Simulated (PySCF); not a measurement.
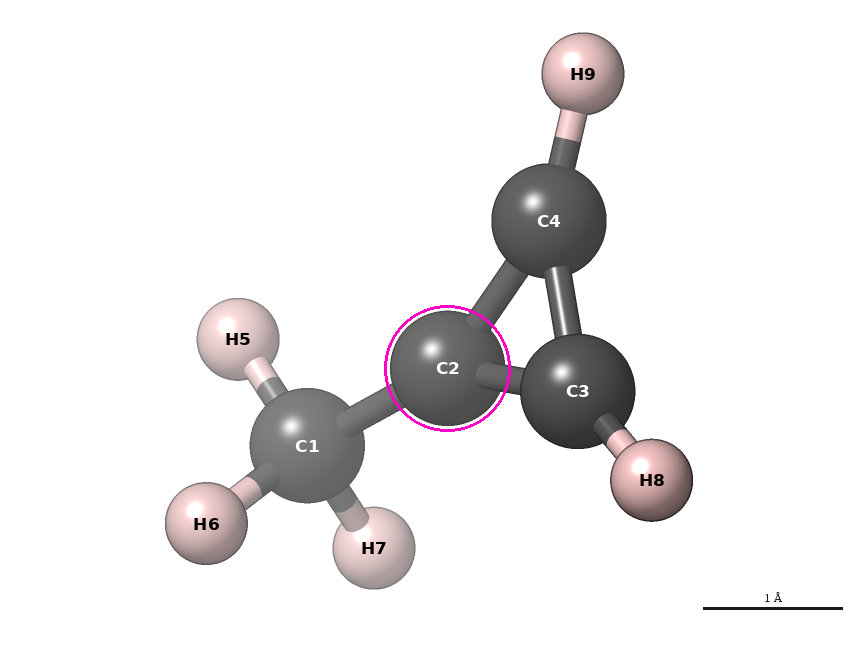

Orthographic view. Depth is shown by fading: the farther an atom, the more it takes the colour of the background. State: charge +1, singlet. The geometry was computed by an optimisation with PBE0-D3(BJ)/def2-SVP. No frequency run is at hand to confirm it as a minimum.

> Which atoms are bonded to the circled atom?

The circled atom is C2; it is bonded to C1, C3, C4.

> Which atom is nearest the viewer?

H8, 1.8 Å in front of the mean position.

> Of C2 and C3, which is nearer the viewer?

C3; the bond to C2 points away from the viewer, so it looks shorter than its 1.38 Å.
